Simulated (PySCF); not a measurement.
# C5H13AlO2: what the fields show

Input

```
{"job": {"xc": "B3LYP", "basis": "pcSseg-1", "solvent": "acetonitrile", "kind": "nmr", "pop": true}, "charge": 0, "multiplicity": 1}
C      2.175815     1.372381     0.307346
C      1.052725     0.332537     0.344755
C      1.628558    -1.040552     0.120308
O      1.359920    -1.768470    -0.794560
C     -0.058281     0.654101    -0.659313
O     -1.232548    -0.090192    -0.354181
C     -1.621027    -1.071456    -1.299358
Al    -2.029610    -0.109844     1.351391
H      1.783734     2.352269     0.564816
H      2.955751     1.114368     1.019243
H      2.613468     1.424067    -0.687830
H      0.592103     0.330599     1.342497
H      2.370257    -1.334453     0.886317
H      0.269803     0.429856    -1.678855
H     -0.313485     1.715000    -0.583429
H     -0.805737    -1.771021    -1.492469
H     -2.459686    -1.602461    -0.847313
H     -1.945094    -0.598627    -2.230831
H     -1.269017    -1.337948     1.998709
H     -1.552507     1.340060     1.770642
H     -3.524062    -0.323272     0.921641
```

Launched as:

```sh
OMP_NUM_THREADS=1 python ens_run.py task.json out
```

Geometry: GFN2-xTB.

Level of theory: PySCF 2.14.0, B3LYP/pcSseg-1, SCF density, in a acetonitrile solvent model, non-relativistic.

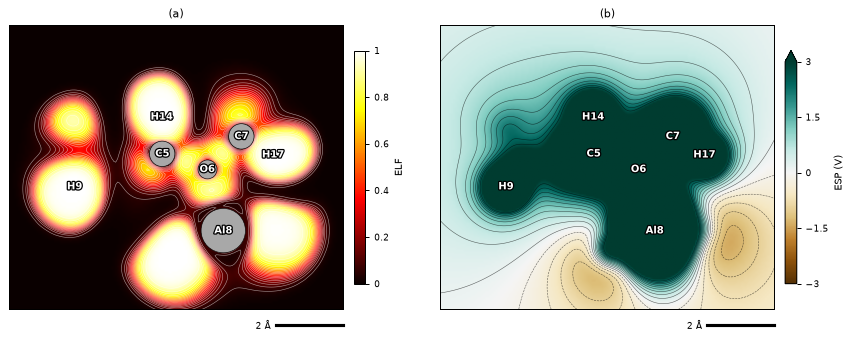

Figure 1. (a) ELF; (b) electrostatic potential on the plane of atoms O6, C5 and H14. Grey discs cover the atomic cores in the ELF map.

What does the map show?

Answer.
- The plane passes through C, O, Al and H nuclei.
- Al–O (1.88 Å): the ELF peaks at about 0.90 in the valence shell of O, 0.6 Å from its nucleus, and is about 0.45 at the midpoint.
- C–H (1.09 Å): the ELF climbs to about 1 towards the hydrogen, as it does in any bond to H (an ordinary covalent bond to hydrogen).
- Outside the dense part of the molecule the potential is most negative (−1.4 V) near H21, which lies off the plane.

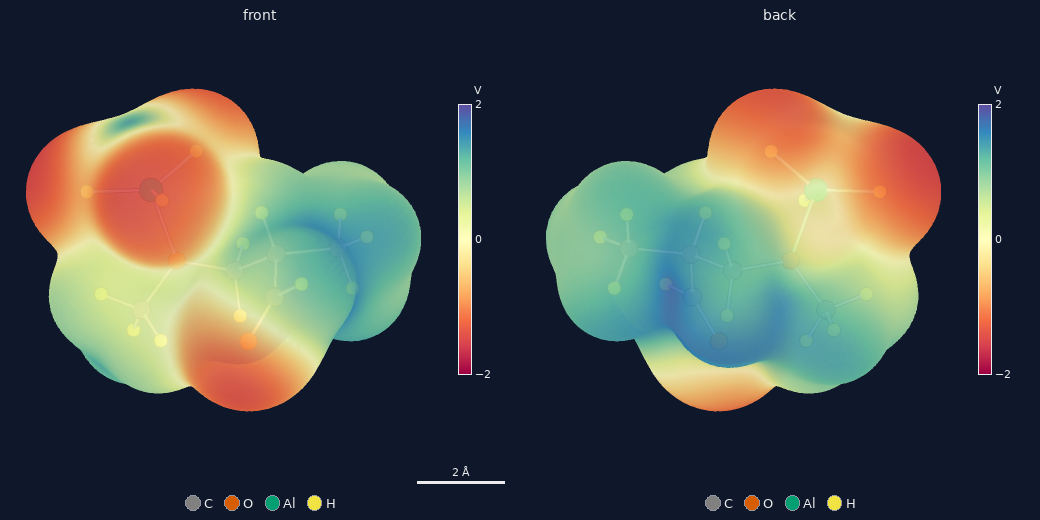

Figure 2. The electrostatic potential painted on the density surface at 0.002 e/bohr³, seen from the front and from behind; the colour scale runs from red (negative) to blue (positive).

Where is the surface potential most negative and most positive?

Answer. The most negative region (about −1.5 V) lies over O4, H19 and H21, the most positive (about +1.7 V) over C3, C5 and H14.
